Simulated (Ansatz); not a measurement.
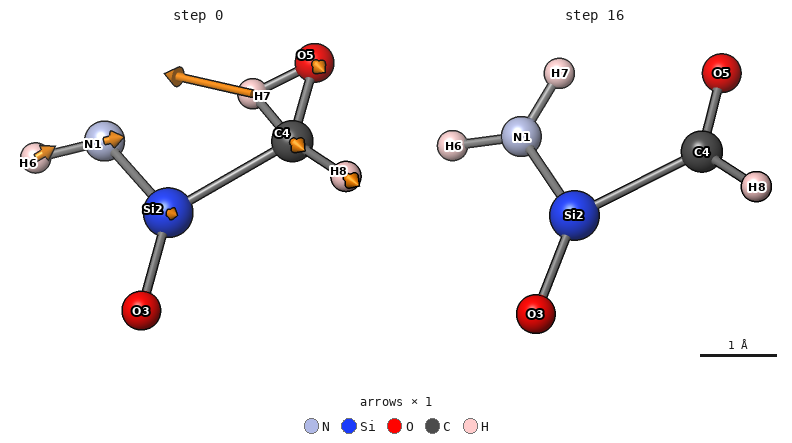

The structure of CH3NO2Si before (left) and after (right) a relaxation, at one scale. The orange arrows give the displacements, at their true length.

Style: ball-and-stick. Shown at a tilt.

The run prepares an end point of a later path (hydrogen shift) calculation, from a guessed geometry.

Method: RKS CAM-B3LYP-D4/def2-SVP (Ansatz 0.2.0).

The input:
```yaml
crystal:
  periodic: [false, false, false]
  atoms:
    - { symbol: "N", position_ang: [-0.76178, 0.89772, 0.8266] }
    - { symbol: Si, position_ang: [-0.25593, -0.66166, 0.41643] }
    - { symbol: O, position_ang: [-0.57825, -2.006, 1.01268] }
    - { symbol: C, position_ang: [0.90886, -0.4008, -1.08192] }
    - { symbol: O, position_ang: [1.17346, 0.66979, -1.5664] }
    - { symbol: H, position_ang: [-1.39019, 1.11053, 1.58266] }
    - { symbol: H, position_ang: [0.59645, 0.61437, -0.8371] }
    - { symbol: H, position_ang: [1.35552, -1.32197, -1.51074] }
basis:
  gaussian: { orbitals: def2-SVP }
hamiltonian:
  xc: cam_b3lyp
  dispersion: d4
relax:
  f_tol: 0.02
  max_steps: 50
output:
  orbitals: {}
```

Run as
```bash
ansatz run input.yaml --threads 2 --pin off --max-ram 3072MiB --backend cpu --events-out ev --progress --plain --runs-dir out
```

Q: Describe what moved and what it gained.

A: The energy falls by 643.3 kJ/mol in 16 geometry steps. Largest force component: 12 eV/Å at the start, 0.013 eV/Å at the end. H7 moves most after the best rigid fit: 1.48 Å. Largest moves by element: H 1.48 Å, N 0.30 Å, C 0.30 Å, O 0.27 Å, Si 0.17 Å. Some distances before and after: C4–H7 1.090 → 2.782 Å, O5–H7 0.932 → 2.464 Å, N1–H7 2.166 → 1.016 Å, Si2–H7 1.981 → 2.348 Å. New bonds form: N1–H7 (2.17 → 1.02 Å). Bonds break: C4–H7 (1.09 → 2.78 Å), O5–H7 (0.93 → 2.46 Å). Among the angles between lasting bonds that change: Si2–C4–O5 124.7° → 118.7°, Si2–C4–H8 115.7° → 120.4°, O3–Si2–C4 124.2° → 126.5°. The run took 36 s on 2 threads of Intel(R) Xeon(R) Platinum 8488C (Sapphire Rapids), with other jobs on the host, peak memory 0.23 GiB.
